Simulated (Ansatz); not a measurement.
The calculation's input:

```
crystal:
  periodic: [false, false, false]
  atoms:
    - {symbol: C, position_ang: [-0.771029, -1.792637, 2.705159]}
    - {symbol: C, position_ang: [-0.436697, -1.014708, 1.533158]}
    - {symbol: C, position_ang: [-0.157368, -0.364987, 0.553759]}
    - {symbol: C, position_ang: [0.157673, 0.367341, -0.552110]}
    - {symbol: C, position_ang: [0.436883, 1.016061, -1.532206]}
    - {symbol: C, position_ang: [0.770960, 1.792118, -2.705521]}
    - {symbol: H, position_ang: [0.072203, -2.415877, 3.014876]}
    - {symbol: H, position_ang: [-1.621559, -2.450882, 2.508421]}
    - {symbol: H, position_ang: [-1.035262, -1.143030, 3.543955]}
    - {symbol: H, position_ang: [1.851387, 1.941443, -2.781480]}
    - {symbol: H, position_ang: [0.296767, 2.776693, -2.671714]}
    - {symbol: H, position_ang: [0.436041, 1.288436, -3.616305]}
basis:
  gaussian: {orbitals: def2-TZVPP}
hamiltonian: {xc: pbe0, dispersion: d4}
output: {orbitals: {seedname: orbitals}}
```

Launched as:

```sh
ansatz run in.yaml --threads 4 --pin off --events-out ev --progress --plain --max-ram 10444MiB
```

Geometry: PBE0-D4/def2-TZVP.

Level of theory: Ansatz, RKS PBE0-D4/def2-TZVPP.

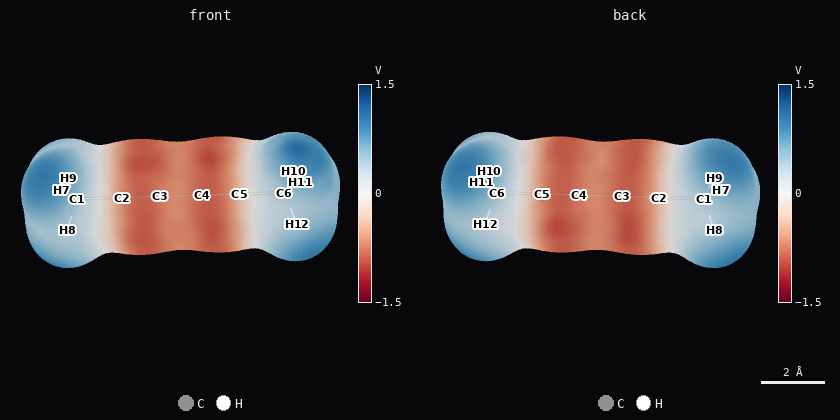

C$_{6}$H$_{6}$ (SMILES CC#CC#CC). The molecular electrostatic potential painted on the density surface at 0.002 e/bohr³, seen from the front and from behind; the colour scale runs from red (negative) to blue (positive).

Where is the surface potential most negative and most positive?

Answer. The most negative region (about −1.0 V) lies over C2, C3, C4 and C5, the most positive (about +1.0 V) over the H atoms.
